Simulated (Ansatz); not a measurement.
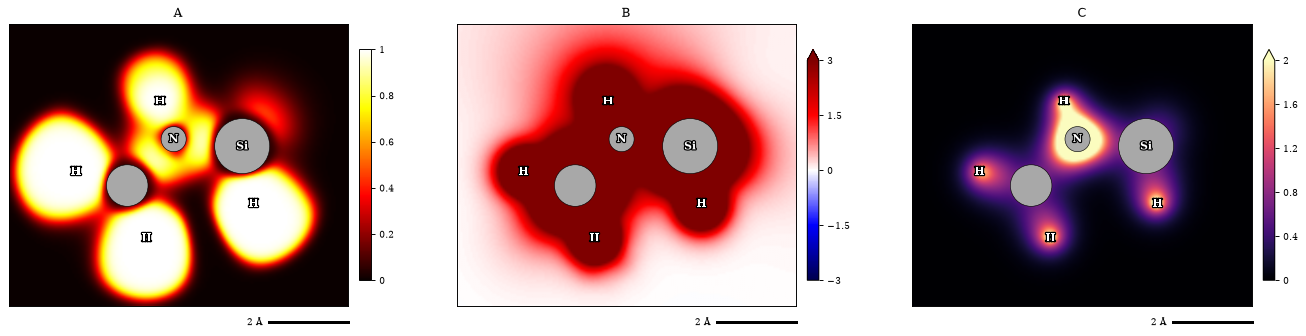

BrH₆NSi₂ (SMILES [SiH3]N[SiH2]Br): 3 fields on the plane of atoms N2, Si3 and H7, with unlabelled colour scales. Grey discs cover the atomic cores.

Geometry: PBE0-D3(BJ)/def2-SVP.

All numbers below come from isolated molecule in a Gaussian basis; Kohn-Sham density functional theory, functional PBE0 (Ansatz 0.2.0).

```yaml
atoms:
  - { symbol: Br, position_ang: [3.5203, 2.4538, -0.3827] }
  - { symbol: N, position_ang: [0.2547, 1.9494, -0.7517] }
  - { symbol: Si, position_ang: [-0.5964, 1.4866, 0.7060] }
  - { symbol: Si, position_ang: [1.7829, 1.3769, -1.3059] }
  - { symbol: H, position_ang: [-0.4619, 2.4957, 1.8012] }
  - { symbol: H, position_ang: [-2.0521, 1.3156, 0.4161] }
  - { symbol: H, position_ang: [-0.0056, 0.1925, 1.1530] }
  - { symbol: H, position_ang: [-0.0837, 2.7908, -1.2137] }
  - { symbol: H, position_ang: [1.9258, -0.0518, -0.9251] }
  - { symbol: H, position_ang: [1.8945, 1.5989, -2.7720] }
```

**Which field does each panel show? The fields are: electron density, electron localisation function and electrostatic potential.**

Panel A: electron localisation function. Panel B: electrostatic potential (strongly positive close to the atoms and fading to about zero outside). Panel C: electron density. From the grid: Si–N (1.75 Å): ρ at the midpoint is about 1 e/Å³; the ELF peaks at about 0.90 between the atoms: a shared but strongly polarised pair. N–H (1.02 Å): ρ at the midpoint is about 2.8 e/Å³; the ELF climbs to about 1 towards the hydrogen, as it does in any bond to H (a covalent bond by its length).
